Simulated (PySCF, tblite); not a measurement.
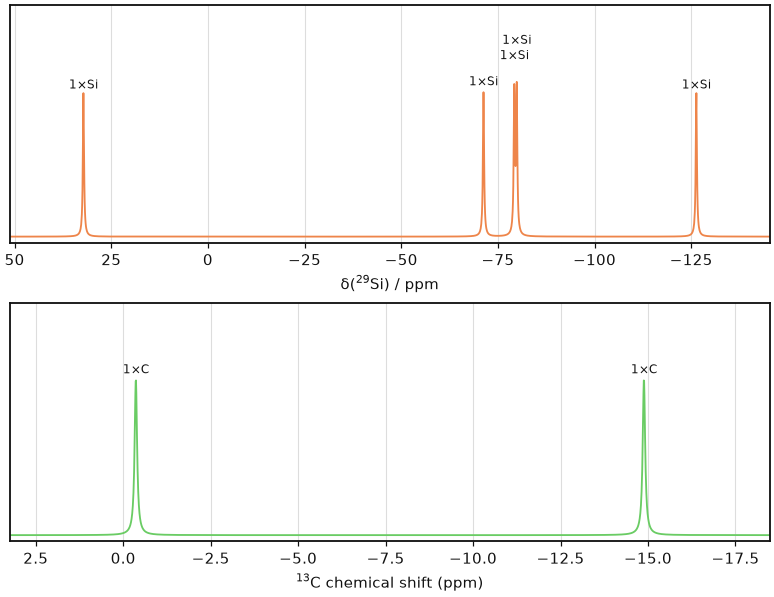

GIAO shifts, PBE0/pcSseg-1, PySCF, at a GFN2-xTB geometry (a minimum by its frequencies), against TMS for ²⁹Si and TMS for ¹³C computed at the same level. Gas phase, fully decoupled, line heights follow the number of nuclei, widths are arbitrary (no quadrupolar broadening); values of one conformer, averaged over methyl-type rotors and exact or near symmetry; other conformers aren't averaged in.

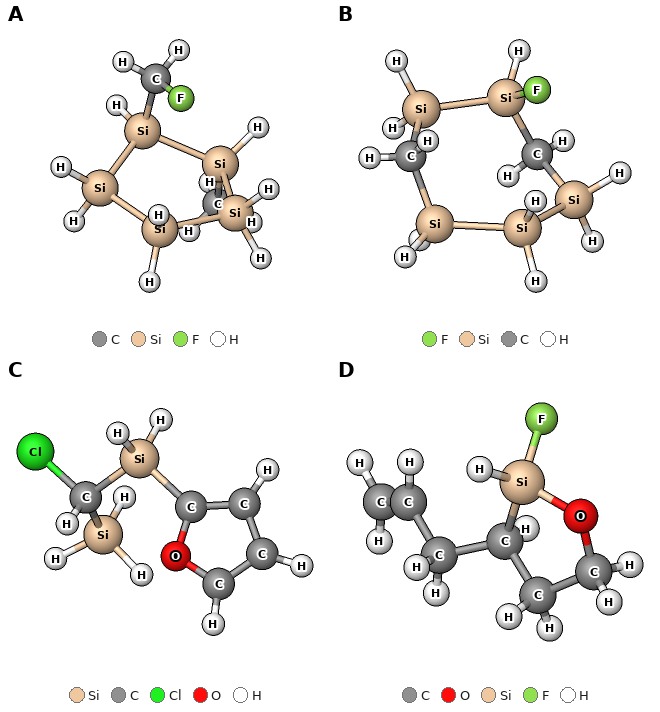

**Which structure fits the spectrum? Choose among the lettered structures.**

Structure B, C₂H₁₃FSi₅, SMILES F[Si@H]1C[SiH2][SiH2][SiH2]C[SiH2]1. Its ²⁹Si signals: 32.2 (1 Si), −71.3 (1 Si), −79.2 (1 Si), −79.9 (1 Si), −126.3 (1 Si) ppm. Its ¹³C signals: −0.4 (1 C), −14.9 (1 C) ppm.

Note: the tight-binding geometry is rougher than a DFT one and adds to the error.
